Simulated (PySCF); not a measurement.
SMILES c1c(F)c([Si](C)(C)C)ccc1 (C9H13FSi) at its GFN2-xTB optimised geometry (Å):

```
24

C     -2.7435    -1.8614    -0.0102
Si    -0.8744    -2.2350     0.0005
C     -0.4033    -3.2138    -1.5662
C     -0.4183    -3.2024     1.5787
C      0.0844    -0.5893     0.0000
C     -0.5287     0.6589     0.0005
C      0.2073     1.8309     0.0010
C      1.5911     1.7845     0.0006
C      2.2366     0.5604     0.0000
C      1.4713    -0.5893     0.0000
F      2.1191    -1.7813     0.0002
H     -3.0385    -1.3074    -0.8958
H     -3.0442    -1.2856     0.8595
H     -3.3133    -2.7850    -0.0003
H     -0.9445    -4.1537    -1.6163
H      0.6572    -3.4436    -1.5785
H     -0.6301    -2.6538    -2.4691
H     -0.6726    -2.6444     2.4754
H     -0.9443    -4.1512     1.6204
H      0.6454    -3.4143     1.6128
H     -1.6066     0.7093     0.0007
H     -0.2989     2.7850     0.0016
H      2.1686     2.6968     0.0006
H      3.3133     0.4885    -0.0006
```

Level of theory: PySCF 2.14.0 with PBE0/def2-SVP. Cells within 0.4 Å of a nucleus heavier than hydrogen are left out (blank, or x).

Map of the electrostatic potential (hartree/e), clipped to [-0.08, 0.12] on the plane z = 0.0 Å:

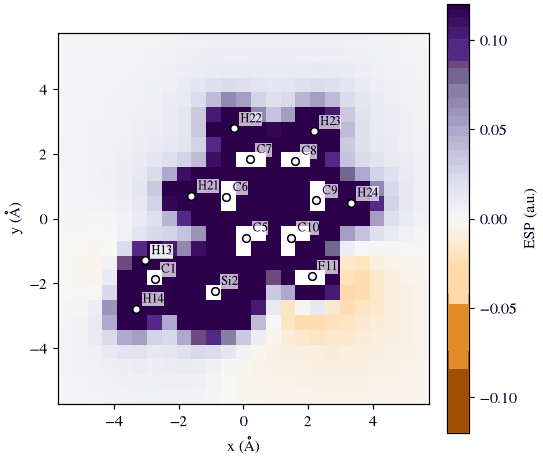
Figure. Electrostatic potential (hartree/e), clipped to [-0.08, 0.12] on the plane z = 0.0 Å.
